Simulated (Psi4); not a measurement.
# CH7GaSi (SMILES [CH3][GaH][SiH3]): B3LYP/6-31G(d) (spherical functions)

What is the energy change on altering one bond length of CH7GaSi at B3LYP/6-31G* (spherical functions)? 

The calculation is run with Psi4 1.11.

1 further run of the same task is left out (set aside as unsound or not needed).

## 1. The molecule

CH7GaSi has 10 atoms, charge 0, and is taken as a singlet. As SMILES, `[CH3][GaH][SiH3]`. Geometry: relaxed at PBE0-D4/def2-TZVP.

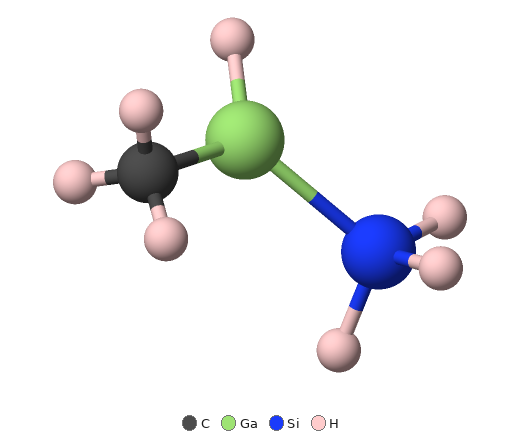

Viewed from a chosen angle; carbon dark grey, gallium green, silicon blue, hydrogen pink.

## 2. Energy and forces at B3LYP/6-31G(d) (spherical functions)

Contents of ch7gasi.json:

```json
{
 "schema_name": "qcschema_input",
 "schema_version": 1,
 "molecule": {
  "schema_name": "qcschema_molecule",
  "schema_version": 2,
  "symbols": ["C", "Ga", "Si", "H", "H", "H", "H", "H", "H", "H"],
  "geometry": [-2.12272936, 2.63446719, -1.17011842, 1.06108122, 1.24589643, 0.17631145, 1.48664754, -3.22254996, 1.04067218, -3.63639998, 1.24079417, -1.26687239, -1.78957064, 3.37391702, -3.07269468, -2.74803973, 4.22637248, -0.01077144, 3.32516209, 3.12674085, 0.65384524, 1.00344457, -4.71713435, -1.30164335, 4.01566801, -3.97012562, 2.02144004, -0.43784954, -4.03475425, 2.93531159],
  "molecular_charge": 0,
  "molecular_multiplicity": 1,
  "fix_symmetry": "c1",
  "fix_com": true,
  "fix_orientation": true
 },
 "driver": "gradient",
 "model": {
  "method": "b3lyp",
  "basis": "6-31G*"
 },
 "keywords": {
  "puream": true,
  "e_convergence": 1e-09,
  "d_convergence": 1e-08,
  "scf_type": "pk",
  "dft_radial_points": 99,
  "dft_spherical_points": 590,
  "scf_properties": ["LOWDIN_CHARGES", "DIPOLE", "WIBERG_LOWDIN_INDICES"]
 }
}
```

Started as:

```
$ psi4 --qcschema ch7gasi.json -n 1 --memory 2200MB
```

stdout:

```text
[...]
  Running in c1 symmetry.
[...]
  Nuclear repulsion =  238.583028647494871
[...]
  Multiplicity = 1
[...]
  Nalpha       = 29
  Nbeta        = 29
[...]
    Number of basis functions: 78
[...]
   @RKS iter   1: -2254.36401931080627   -1.79073e+00   3.83995e-02 DIIS/ADIIS
[...]
   @RKS iter  12: -2256.42173710959560   -8.64020e-12   8.28041e-09 DIIS
[...]
    Orbital Energies [Eh]
    ---------------------
    Doubly Occupied:
       1A   -372.552617     2A    -66.099068     3A    -45.947134
       4A    -40.704301     5A    -40.700583     6A    -40.700017
       7A    -10.161421     8A     -5.514691     9A     -5.264406
      10A     -3.803378    11A     -3.792813    12A     -3.791373
      13A     -3.622119    14A     -3.621936    15A     -3.621568
      16A     -0.835489    17A     -0.830768    18A     -0.829872
      19A     -0.826794    20A     -0.824133    21A     -0.680288
      22A     -0.532204    23A     -0.421371    24A     -0.398794
      25A     -0.397120    26A     -0.344120    27A     -0.343990
      28A     -0.285871    29A     -0.257759
[...]
  @RKS Final Energy: -2256.42173710959560
   => Energetics <=
    Nuclear Repulsion Energy =            238.5830286474948707
    One-Electron Energy =               -3615.4562603730050796
    Two-Electron Energy =                1204.2133819585817491
    DFT Exchange-Correlation Energy =     -83.7618873426672650
    Empirical Dispersion Energy =           0.0000000000000000
    VV10 Nonlocal Energy =                  0.0000000000000000
    Total Energy =                      -2256.4217371095955968
[...]
 Multipole Moments:
 ------------------------------------------------------------------------------------
     Multipole            Electronic (a.u.)      Nuclear  (a.u.)        Total (a.u.)
 ------------------------------------------------------------------------------------
 L = 1.  Multiply by 2.5417464519 to convert [e a0] to [Debye]
 Dipole X            :        -40.9603176           40.7026220           -0.2576956
 Dipole Y            :         -8.3139212            8.5597033            0.2457821
 Dipole Z            :        -13.1049860           12.9729700           -0.1320160
 Magnitude           :                                                    0.3797948
[...]
  -Total Gradient:
     Atom            X                  Y                   Z
    ------   -----------------  -----------------  -----------------
       1        0.002170649078    -0.001595231736     0.001024231555
       2       -0.000728594812     0.000919917170    -0.000464856560
       3       -0.000707378985     0.001869755537    -0.000511354502
       4        0.001565228286     0.001406277929     0.000071553901
       5       -0.000428839910    -0.000668766985     0.002071594860
       6        0.000645510783    -0.001563414092    -0.001365034508
       7       -0.002374478628    -0.002052877843    -0.000479422222
       8        0.000048059569     0.000595055719     0.000230618652
       9       -0.000439588413     0.000578470905    -0.000244057746
      10        0.000251813032     0.000504058217    -0.000331403493
[...]
```

Wall time 24 s (1 thread of AMD EPYC 7R43 (Zen 3), shared host); peak memory 1.2 GiB.

## 3. The distorted shape: the energy at B3LYP/6-31G(d) (spherical functions)

Contents of input.in:

```
memory 2200 MB

molecule mol {
  0 1
  C
  Ga 1 R2
  Si 2 R3 1 A3
  H 1 R4 2 A4 3 D4
  H 1 R5 4 A5 2 D5
  H 1 R6 4 A6 5 D6
  H 2 R7 1 A7 4 D7
  H 3 R8 2 A8 7 D8
  H 3 R9 8 A9 2 D9
  H 3 R10 9 A10 8 D10

  R2 = 1.971329
  R3 = 2.418938
  A3 = 120.81586
  R4 = 1.090013
  A4 = 113.13032
  D4 = 6.07986
  R5 = 1.09446
  A5 = 108.48557
  D5 = 121.2633
  R6 = 1.421401
  A6 = 108.98031
  D6 = 115.95912
  R7 = 1.577949
  A7 = 118.14396
  D7 = -174.35894
  R8 = 1.492403
  A8 = 110.18468
  D8 = -121.43833
  R9 = 1.488928
  A9 = 107.61984
  D9 = -125.05241
  R10 = 1.492338
  A10 = 107.61854
  D10 = 114.73276
  units angstrom
  symmetry c1
}

set basis 6-31G*
set puream true
set e_convergence 1e-09
set d_convergence 1e-08
set scf_type pk
set dft_radial_points 99
set dft_spherical_points 590

E, wfn = energy('b3lyp', return_wfn=True)
oeprop(wfn, 'MAYER_INDICES', 'QUADRUPOLE', 'MULLIKEN_CHARGES', title='B3LYP')
```

Started as:

```
$ psi4 -n 1 input.in input.out
```

input.out, cut to the lines that bear on the results:

```text
[...]
  Running in c1 symmetry.
[...]
  Nuclear repulsion =  237.186896727889945
[...]
  Multiplicity = 1
[...]
  Nalpha       = 29
  Nbeta        = 29
[...]
    Number of basis functions: 78
[...]
   @RKS iter   1: -2254.29469335917111   -1.83009e+00   3.84563e-02 DIIS/ADIIS
[...]
   @RKS iter  12: -2256.38585110183749   -1.13687e-11   8.23240e-09 DIIS
[...]
  @RKS Final Energy: -2256.38585110183749
   => Energetics <=
    Nuclear Repulsion Energy =            237.1868967278899447
    One-Electron Energy =               -3612.6093095320961766
    Two-Electron Energy =                1202.7253274258996498
    DFT Exchange-Correlation Energy =     -83.6887657235310485
    Empirical Dispersion Energy =           0.0000000000000000
    VV10 Nonlocal Energy =                  0.0000000000000000
    Total Energy =                      -2256.3858511018374884
[...]
 Multipole Moments:
 ------------------------------------------------------------------------------------
     Multipole            Electronic (a.u.)      Nuclear  (a.u.)        Total (a.u.)
 ------------------------------------------------------------------------------------
 L = 1.  Multiply by 2.5417464519 to convert [e a0] to [Debye]
 Dipole X            :          0.2765292           -0.1935501            0.0829791
 Dipole Y            :          5.7245677           -5.6788129            0.0457548
 Dipole Z            :          1.5198657           -1.8207865           -0.3009208
 Magnitude           :                                                    0.3154875
 L = 2.  Multiply by 1.3450342976 to convert [e a0^2] to [Debye ang]
 Quadrupole XX       :        -45.2898340           17.3567588          -27.9330752
 Quadrupole XY       :          1.7007203           -1.6328530            0.0678673
[...]
  Mulliken Charges: (a.u.)
   Center  Symbol    Alpha    Beta     Spin     Total
       1     C     3.24556  3.24556  0.00000 -0.49113
       2    GA    15.51348 15.51348  0.00000 -0.02695
       3    SI     6.88565  6.88565  0.00000  0.22871
       4     H     0.41311  0.41311  0.00000  0.17377
       5     H     0.41223  0.41223  0.00000  0.17553
       6     H     0.45288  0.45288  0.00000  0.09423
       7     H     0.48284  0.48284  0.00000  0.03431
       8     H     0.53187  0.53187  0.00000 -0.06374
       9     H     0.53122  0.53122  0.00000 -0.06245
      10     H     0.53115  0.53115  0.00000 -0.06229
[...]
```

Wall time 18 s (1 thread of AMD EPYC 7R43 (Zen 3), shared host); peak memory 1.2 GiB.

## 4. Outcome

At B3LYP/6-31G* (spherical functions):

| quantity | value |
| --- | --- |
| first shape: total energy | -2256.42174 Eh |
| first shape: dipole moment | 0.97 D |
| first shape: HOMO energy | -7.01 eV |
| first shape: LUMO energy | -1.89 eV |
| first shape: HOMO–LUMO gap | 5.12 eV |
| first shape: largest force on an atom | 0.163 eV/Å |
| distorted shape: total energy | -2256.38585 Eh |
| distorted shape: dipole moment | 0.80 D |
| distorted shape: HOMO energy | -7.04 eV |
| distorted shape: LUMO energy | -1.93 eV |
| distorted shape: HOMO–LUMO gap | 5.11 eV |
| energy change with the C1–H6 bond stretched from 1.093 to 1.421 Å | 0.977 eV |

**Reading.** With the C1–H6 bond stretched from 1.093 to 1.421 Å the energy rises by 0.98 eV (94.2 kJ/mol). The first shape isn't relaxed at this level, so the change isn't measured from a minimum.
